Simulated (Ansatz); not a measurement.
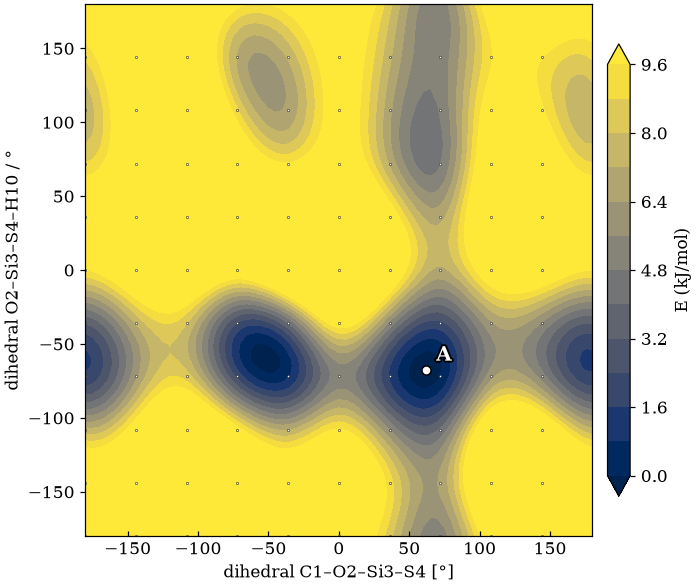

CH5ClOSSi, SMILES CO[SiH](S)Cl. Coordinates scanned: (1) dihedral C1–O2–Si3–S4; (2) dihedral O2–Si3–S4–H10. Nothing is relaxed (all other coordinates rigid). The grid has 10 × 10 points. Points are written as (first, second). Energies: kJ/mol, counted from the lowest grid point. Level of theory: Ansatz, RKS PBE-D4/def2-SVP.

In the figure: filled contours, dots at the grid points, one colour for all values above the top of the scale, the well A. Between grid points the surface is interpolated.

> Where is the minimum, and how stiff is the well along each coordinate? Take the well at A.

The interpolated minimum is at dihedral C1–O2–Si3–S4 ≈ 62°, dihedral O2–Si3–S4–H10 ≈ −68°. The curvatures there are about 0.28 eV/rad² and 0.23 eV/rad², with a cross term of about −0.034 eV/rad². Round the minimum the two coordinates are weakly coupled (coupling −0.14 in units of the two stiffnesses). (1 eV is 96.5 kJ/mol.)
